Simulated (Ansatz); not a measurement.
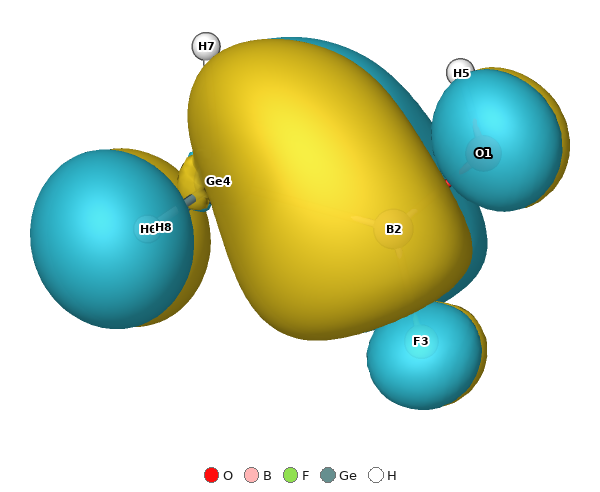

Figure 1: BFGeH4O. The LUMO at ±0.06 Å⁻³ᐟ² (yellow and cyan are the two phases), seen across its widest extent.

Geometry: PBE0-D4/def2-TZVP.

These are results of Ansatz, RKS PBE0-D4/def2-TZVPP, not measurements.

Input

```
crystal:
  periodic: [false, false, false]
  atoms:
    - {symbol: O, position_ang: [1.776923, 0.708263, -0.630460]}
    - {symbol: B, position_ang: [1.057573, -0.138147, 0.132930]}
    - {symbol: F, position_ang: [1.755168, -0.962282, 0.903174]}
    - {symbol: Ge, position_ang: [-1.023162, -0.225570, 0.173810]}
    - {symbol: H, position_ang: [1.242803, 1.290053, -1.175228]}
    - {symbol: H, position_ang: [-1.563438, 0.082979, 1.579004]}
    - {symbol: H, position_ang: [-1.625134, 0.805152, -0.802461]}
    - {symbol: H, position_ang: [-1.528534, -1.617548, -0.236569]}
basis:
  gaussian: {orbitals: def2-TZVPP}
hamiltonian: {xc: pbe0, dispersion: d4}
output: {orbitals: {seedname: orbitals}}
```

Command:

```sh
ansatz run in.yaml --threads 2 --pin off --events-out ev --progress --plain --max-ram 4352MiB
```

### Describe this orbital and give its energy.

It lies mainly on B2 (about 40 %), Ge4 (about 25 %), O1 (about 10 %) and F3 (about 5 %). Its energy is −0.52 eV.
